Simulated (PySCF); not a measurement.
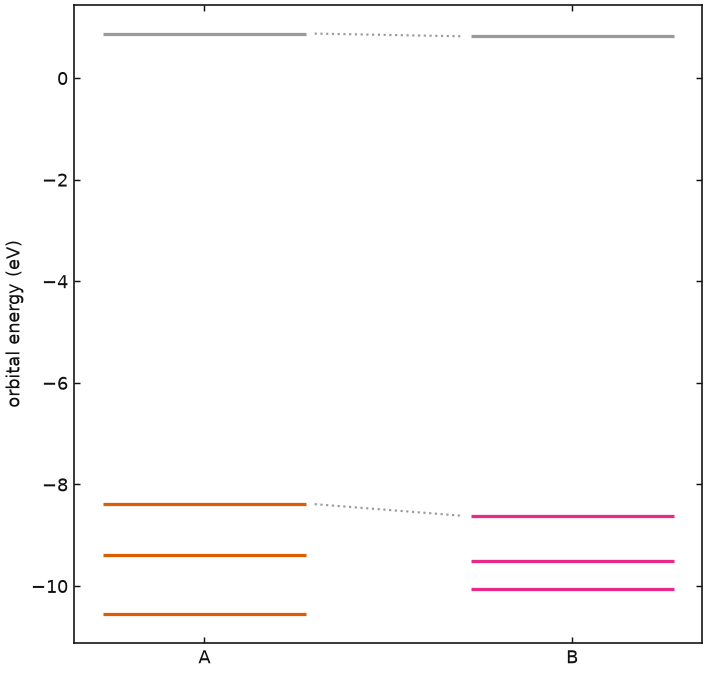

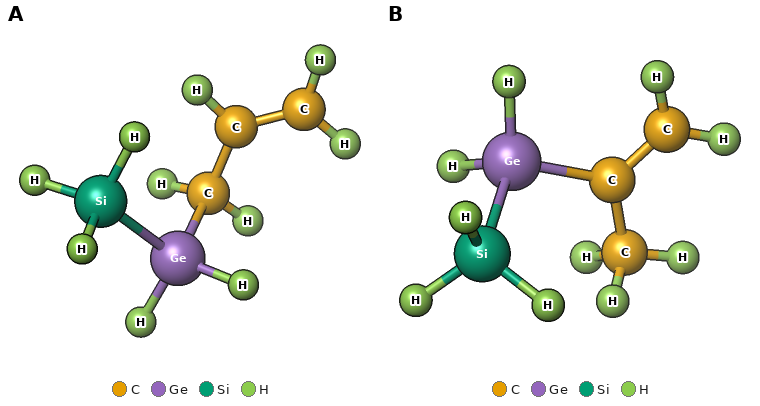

Related molecules: A is C₃H₁₀GeSi, SMILES C=C[CH2][GeH2][SiH3], singlet; B is C₃H₁₀GeSi, SMILES C=[C](C)[GeH2][SiH3], singlet. Frontier orbital energies, CAM-B3LYP/def2-SVPD with PySCF, at a PBE0-D3(BJ)/def2-SVP geometry (no frequency check); drawn are at most three filled levels and, in grey, the LUMO with any level within 0.03 eV of it; dotted lines join the HOMOs and the LUMOs.

**What does the change do to the frontier levels?**

From A to B the HOMO falls by 0.23 eV and the LUMO falls by 0.05 eV, so the separation goes from 9.26 to 9.44 eV.

**Does the ΔSCF ionisation energy follow the HOMO?**

A: −ε(HOMO) 8.39, ΔSCF 9.10 eV; B: −ε(HOMO) 8.62, ΔSCF 9.28 eV.

Limits of at least one run: empty levels above zero depend strongly on the basis; one conformer of a flexible molecule.
